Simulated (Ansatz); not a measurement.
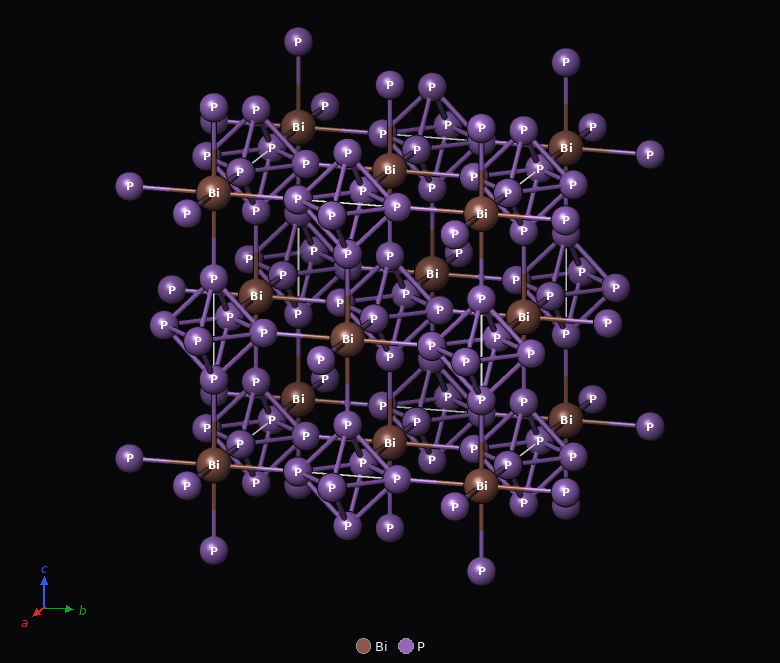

System BiP6 (space group Fm-3m, No. 225); source of the atomic positions: the end point of a relaxation with DFT PBE, scalar-relativistic, plane waves, PAW (Ansatz 0.2.0); the starting structure was generated, so it need not be a known form of this composition.

Bonds are taken as Bi–P below 3.3 Å and P–P below 2.7 Å. Atoms with one bond or none are removed and atoms with two bonds are replaced by edges, until no such atom is left.

What kind of net remains, and which atoms are its nodes?

Answer. A binodal (5,6)-connected, three-periodic net: P is a 5-connected node; Bi is a 6-connected node, in the ratio 6:1.

Is the net interpenetrated?

Answer. It is a single net, without interpenetration.

Give the first eight terms of the coordination sequence (nodes one, two, three … edges away).

Answer. P: 5, 10, 37, 62, 61, 142, 185, 170; Bi: 6, 24, 18, 54, 126, 84, 150, 294.
